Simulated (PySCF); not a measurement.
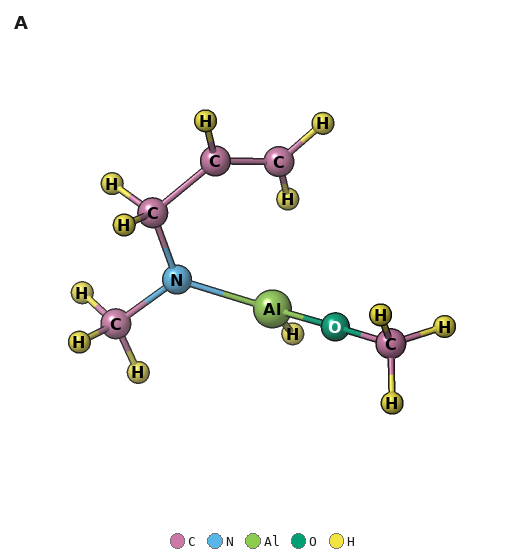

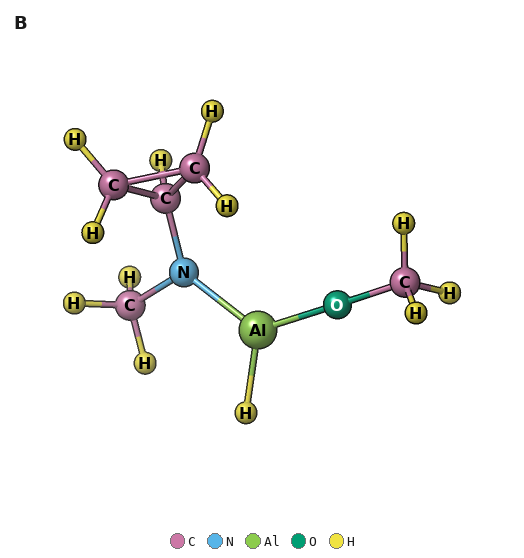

2 stationary structures of one formula. Geometries: GFN2-xTB. Electronic energies: PBE0/pcSseg-1 (PySCF 2.14.0), without zero-point energy. No frequency run is at hand to confirm each as a minimum. Each is one conformer, not always the lowest.

**Are they conformers, stereoisomers or constitutional isomers?**

They are constitutional isomers of C5H12AlNO: A `C=CC[N](C)[AlH][O]C`, B `C[O][AlH][N](C)C1CC1`.

**Rank them by energy, lowest first.**

B is lowest; A lies 4.4 kcal/mol above it.

The geometry is semi-empirical. Around Al such bond lengths and angles can be off by a tenth of an ångström or more and by several degrees, and values that hang on the shape move with them.
